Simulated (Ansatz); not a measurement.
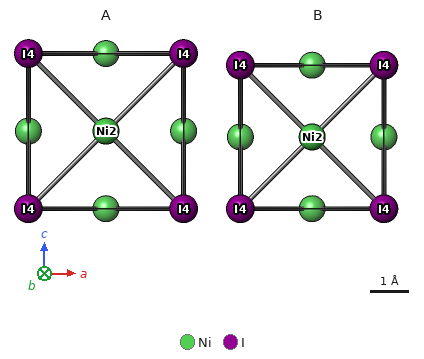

Two geometries of solid Ni3I (built on the Cu3Au (L1_2)_221 type) (coarse preliminary run), drawn at one scale. One is the start of a relaxation, the other its converged end. A ball-and-stick model of the cell of the calculation, seen along the b axis.

Level of theory: Ansatz 0.2.0, DFT PBE, scalar-relativistic, plane waves, PAW. (plane-wave cutoff 420 eV; k-point mesh 4 × 4 × 4; occupations gaussian; smearing width 0.1 eV; collinear spin; cell and atoms relaxed; force threshold 0.04 eV/Å; at most 70 steps)

**Which geometry has the lower energy?**

Structure B is the relaxed one. Case: Cu3Au (L1_2) type (Pm-3m, No. 221). The atoms keep their places relative to the cell (all moves are under 0.005 Å). The volume changes by −20.9 %, with a = b = c 4.122 → 3.813 Å (−7.5 %). Among the contacts that change: I–Ni 2.915 → 2.696 Å. The space group stays Pm-3m (No. 221). The energy falls by 215 meV per atom in 4 accepted moves (5 points after the start). All forces vanish by symmetry, so only the cell relaxes. Pressure: −14.86 GPa at the start and 0.07 GPa at the end. The SCF was repeated once at an unchanged geometry on a basis and grid sized afresh for the cell, which shifted the energy by 1.7 meV per atom at most. Cost: 37 s on 1 thread of Arm Neoverse V1 (shared host), peak memory 0.36 GiB.

Limits of the set-up: the k-point mesh is coarse for a cell with partly filled bands.
